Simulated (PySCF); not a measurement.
SMILES CCO[SiH](C)C (C4H12OSi) at its GFN2-xTB optimised geometry (Å):

```
18

Si     0.0993    -0.7700     0.0000
C     -0.4904     1.0421     0.0000
C     -0.6054    -1.7341    -1.4671
O     -0.4692    -1.5973     1.2790
C     -0.3460    -1.3167     2.6450
C     -1.2528    -2.2460     3.4379
H      1.5737    -0.7700     0.0000
H     -1.5737     1.1038     0.0748
H     -0.0740     1.5973     0.8370
H     -0.1969     1.5596    -0.9076
H     -0.2622    -1.3004    -2.4000
H     -0.2879    -2.7710    -1.4473
H     -1.6907    -1.7226    -1.4752
H     -0.6155    -0.2709     2.8361
H      0.6993    -1.4560     2.9486
H     -0.9874    -3.2805     3.2364
H     -1.1496    -2.0507     4.5019
H     -2.2880    -2.0918     3.1449
```

Method: PBE0/def2-SVP run with PySCF 2.14.0. Cells within 0.4 Å of a nucleus heavier than hydrogen are left out (blank, or x).

Map of the electron localisation function on the plane z = 1.2 Å:

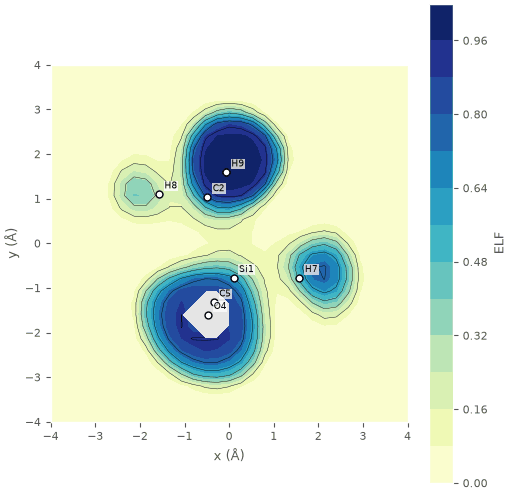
Fig. 1. Electron localisation function on the plane z = 1.2 Å.
